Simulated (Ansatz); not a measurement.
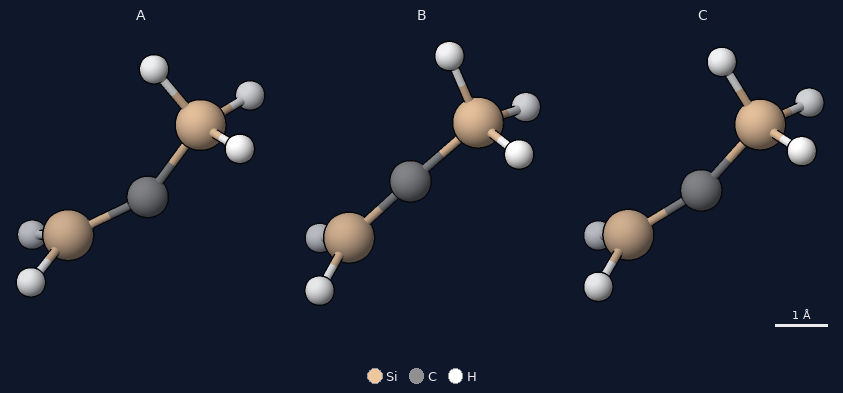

3 geometries from one relaxation of CH5Si2 (multiplicity 2), in shuffled order. A ball-and-stick model, seen from a free direction.

The run prepares an end point of a later path (torsion) calculation, from a guessed geometry.

Level of theory: Ansatz 0.2.0, UKS PBE0-D4/6-31G*. Set-up: collinear spin; force threshold 0.015 eV/Å; at most 40 steps.

### Put them in the order of the run, from the start to the converged end.

A, C, B. They are steps 0, 2, 6, at +0.233 eV, +0.057 eV relative to the last. The largest move after the best rigid fit is that of the C atom, 0.48 Å. Largest moves by element: C 0.48 Å, H 0.40 Å, Si 0.10 Å. Among the contacts that change: C–Si 1.743 → 1.689 Å, C–Si 1.840 → 1.818 Å, H–Si 1.471 → 1.492 Å. Among the angles between lasting bonds that change: Si–C–Si 151.7° → 178.5°, H–Si–H 107.4° → 114.3°, C–Si–H 115.9° → 110.4°. Over 6 geometry steps the energy falls by 0.233 eV. The largest force component goes from 1.3 to 0.0066 eV/Å.
